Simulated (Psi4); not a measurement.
# CH8Si2 (SMILES [SiH3]C[SiH3]): B3LYP/6-31G(d) (spherical functions)

What is the energy change on altering one bond length of CH8Si2 at B3LYP/6-31G* (spherical functions)? 

The results are computed with Psi4 1.11.

4 further runs of the same task are left out: 3 that didn't finish, 1 set aside as unsound or not needed.

## Step 1: The molecule

CH8Si2 has 11 atoms, charge 0, and is taken as a singlet. As SMILES, `[SiH3]C[SiH3]`. The shape is that of a PBE0-D4/def2-TZVP optimisation.

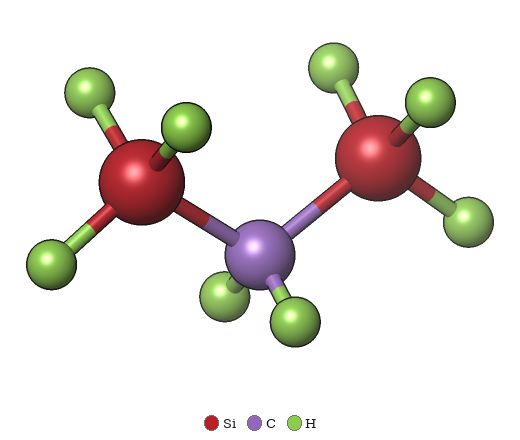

The structure, seen from a chosen angle (silicon red, carbon purple, hydrogen green).

## Step 2: Energy and gradient at B3LYP/6-31G(d) (spherical functions)

ch8si2.inp reads:

```
memory 2200 mb

molecule mol {
  0 1
  Si    -2.19015478     1.95533742    -0.65131301
  C     -0.54110418    -1.17435140    -0.69086497
  Si     2.52312453    -1.23274394     1.07636910
  H     -4.60299489     1.84588448    -2.09096306
  H     -0.55465351     3.92858944    -1.80574670
  H     -2.76616220     2.71517739     1.99294297
  H     -1.80298770    -2.60332450     0.11476307
  H     -0.18791437    -1.71743979    -2.65652029
  H      2.09882432    -0.57517594     3.77616413
  H      4.31246840     0.63630858    -0.02192082
  H      3.71153549    -3.77828062     0.95707069
  units au
  symmetry c1
  no_reorient
  no_com
}

set {
  basis                6-31G*
  puream               true
  e_convergence        1e-09
  d_convergence        1e-08
  scf_type             pk
  dft_radial_points    99
  dft_spherical_points 590
}

energy_value, wavefunction = gradient("b3lyp", return_wfn=True)
oeprop(wavefunction, "QUADRUPOLE", "WIBERG_LOWDIN_INDICES", "MULLIKEN_CHARGES")
```

Command:

```sh
$ psi4 -n 1 ch8si2.inp ch8si2.out
```

ch8si2.out, cut to the lines that bear on the results:

```text
[...]
  Running in c1 symmetry.
[...]
  Nuclear repulsion =  151.529950718332515
[...]
  Multiplicity = 1
[...]
  Nalpha       = 21
  Nbeta        = 21
[...]
    Number of basis functions: 66
[...]
   @RKS iter   1:  -621.66984384034788   -3.61345e-01   9.67449e-03 DIIS/ADIIS
[...]
   @RKS iter   9:  -621.90070772050638   -3.06954e-11   8.11812e-09 DIIS
[...]
  @RKS Final Energy:  -621.90070772050638
   => Energetics <=
    Nuclear Repulsion Energy =            151.5299507183325147
    One-Electron Energy =               -1159.9626846068572377
    Two-Electron Energy =                 427.1017405510233971
    DFT Exchange-Correlation Energy =     -40.5697143830049711
    Empirical Dispersion Energy =           0.0000000000000000
    VV10 Nonlocal Energy =                  0.0000000000000000
    Total Energy =                       -621.9007077205062615
[...]
  -Total Gradient:
     Atom            X                  Y                   Z
    ------   -----------------  -----------------  -----------------
       1        0.002595023505    -0.004458937327     0.000088720624
       2        0.001227848442     0.002678506605     0.001583373175
       3       -0.004491956150     0.000333460974    -0.002510281855
       4        0.000588513202    -0.000395650418     0.000217558286
       5        0.000137561500    -0.000649494509     0.000196775040
       6        0.000402018483    -0.000507526244    -0.000254472899
       7        0.001162580365     0.001629799734    -0.000164702908
       8        0.000063682609     0.001023261907     0.001714574862
       9       -0.000417527512     0.000047396070    -0.000551921914
      10       -0.000677062065    -0.000096750363    -0.000102981156
      11       -0.000588222004     0.000401253208    -0.000213535894
[...]
 Multipole Moments:
 ------------------------------------------------------------------------------------
     Multipole            Electronic (a.u.)      Nuclear  (a.u.)        Total (a.u.)
 ------------------------------------------------------------------------------------
 L = 1.  Multiply by 2.5417464519 to convert [e a0] to [Debye]
 Dipole X            :         -1.7504136            1.6230670           -0.1273467
 Dipole Y            :         -3.7983543            3.5219394           -0.2764149
 Dipole Z            :         -2.2339758            2.0713854           -0.1625904
 Magnitude           :                                                    0.3450478
 L = 2.  Multiply by 1.3450342976 to convert [e a0^2] to [Debye ang]
 Quadrupole XX       :       -256.1571595          227.2487325          -28.9084270
 Quadrupole XY       :        126.2288981         -125.3434197            0.8854785
[...]
  Mulliken Charges: (a.u.)
   Center  Symbol    Alpha    Beta     Spin     Total
       1    SI     6.81629  6.81629  0.00000  0.36742
       2     C     3.34643  3.34643  0.00000 -0.69287
       3    SI     6.81629  6.81629  0.00000  0.36742
       4     H     0.53473  0.53473  0.00000 -0.06947
       5     H     0.53460  0.53460  0.00000 -0.06920
       6     H     0.53460  0.53460  0.00000 -0.06920
       7     H     0.40656  0.40656  0.00000  0.18688
       8     H     0.40656  0.40656  0.00000  0.18687
       9     H     0.53460  0.53460  0.00000 -0.06920
      10     H     0.53460  0.53460  0.00000 -0.06920
      11     H     0.53473  0.53473  0.00000 -0.06947
[...]
```

Wall time 68 s (1 thread of Intel Xeon at 2.50GHz (Skylake/Cascade Lake), shared host); peak memory 1.3 GiB.

## Step 3: The distorted shape: the energy at B3LYP/6-31G(d) (spherical functions)

input.inp reads:

```
memory 2.2 GB

molecule {
  0 1
  Si    -0.793215     0.552222    -2.023762
  C      0.079425    -1.103938    -2.044692
  Si     1.700945    -1.134838    -1.109512
  H     -2.070035     0.494302    -2.785592
  H      0.072255     1.596422    -2.634662
  H     -1.463790     1.436810     1.054620
  H     -0.588335    -1.860118    -1.618372
  H      0.266325    -1.391328    -3.084872
  H      1.476415    -0.786868     0.319158
  H      2.647825    -0.145778    -1.690702
  H      2.329825    -2.481878    -1.172642
  symmetry c1
  no_reorient
  no_com
}

set {
  puream true
  e_convergence 1e-09
  d_convergence 1e-08
  scf_type pk
  dft_radial_points 99
  dft_spherical_points 590
}

energy("b3lyp/6-31G*")
```

Command:

```sh
$ psi4 input.inp input.out -n 1
```

input.out, cut to the lines that bear on the results:

```text
[...]
  Running in c1 symmetry.
[...]
  Nuclear repulsion =  147.566941779964083
[...]
  Multiplicity = 1
[...]
  Nalpha       = 21
  Nbeta        = 21
[...]
    Number of basis functions: 66
[...]
   @RKS iter   1:  -621.38620561607763   -2.56734e-01   1.07278e-02 DIIS/ADIIS
[...]
   @RKS iter  12:  -621.73875407176695   -2.72848e-12   3.08004e-09 DIIS
[...]
    Orbital Energies [Eh]
    ---------------------
    Doubly Occupied:
       1A    -66.167207     2A    -66.120191     3A    -10.190363
       4A     -5.324356     5A     -5.284006     6A     -3.684752
       7A     -3.680981     8A     -3.680748     9A     -3.641672
      10A     -3.641653    11A     -3.641509    12A     -0.729002
      13A     -0.542552    14A     -0.522443    15A     -0.447785
      16A     -0.399272    17A     -0.366909    18A     -0.347030
      19A     -0.342688    20A     -0.328808    21A     -0.221821
[...]
  @RKS Final Energy:  -621.73875407176695
   => Energetics <=
    Nuclear Repulsion Energy =            147.5669417799640826
    One-Electron Energy =               -1151.1445719692430885
    Two-Electron Energy =                 422.2745260102736893
    DFT Exchange-Correlation Energy =     -40.4356498927616315
    Empirical Dispersion Energy =           0.0000000000000000
    VV10 Nonlocal Energy =                  0.0000000000000000
    Total Energy =                       -621.7387540717669481
[...]
 Multipole Moments:
 ------------------------------------------------------------------------------------
     Multipole            Electronic (a.u.)      Nuclear  (a.u.)        Total (a.u.)
 ------------------------------------------------------------------------------------
 L = 1.  Multiply by 2.5417464519 to convert [e a0] to [Debye]
 Dipole X            :        -29.7854001           29.9620896            0.1766895
 Dipole Y            :         33.2180228          -33.8614128           -0.6433901
 Dipole Z            :        126.9903278         -128.0233741           -1.0330463
 Magnitude           :                                                    1.2297783
[...]
```

It took 46 s on 1 thread of Intel Xeon at 2.50GHz (Skylake/Cascade Lake), shared host; peak memory 1.3 GiB.

## Step 4: What came out

Level: B3LYP/6-31G* (spherical functions).

| quantity | value |
| --- | --- |
| first shape: total energy | -621.90071 Eh |
| first shape: dipole moment | 0.88 D |
| first shape: HOMO energy | -8.45 eV |
| first shape: LUMO energy | 0.58 eV |
| first shape: HOMO–LUMO gap | 9.04 eV |
| first shape: largest force on an atom | 0.265 eV/Å |
| distorted shape: total energy | -621.73875 Eh |
| distorted shape: dipole moment | 3.13 D |
| distorted shape: HOMO energy | -6.04 eV |
| distorted shape: LUMO energy | -3.50 eV |
| distorted shape: HOMO–LUMO gap | 2.53 eV |
| energy change with the Si1–H6 bond stretched from 1.487 to 3.272 Å | 4.407 eV |

**Reading.** One bond (distorted shape) is far stretched, which a spin-restricted single reference describes badly; a broken-symmetry solution may lie lower. With the Si1–H6 bond stretched from 1.487 to 3.272 Å the energy rises by 4.41 eV (425 kJ/mol). The first shape isn't relaxed at this level, so the change isn't measured from a minimum. A restricted reference can't describe the breaking bond well at this length. The largest force (first shape) is 0.27 eV/Å: the shape isn't a stationary point for this species at this level. Mulliken charges (first shape) run from -0.69 on C2 to +0.37 on Si1.
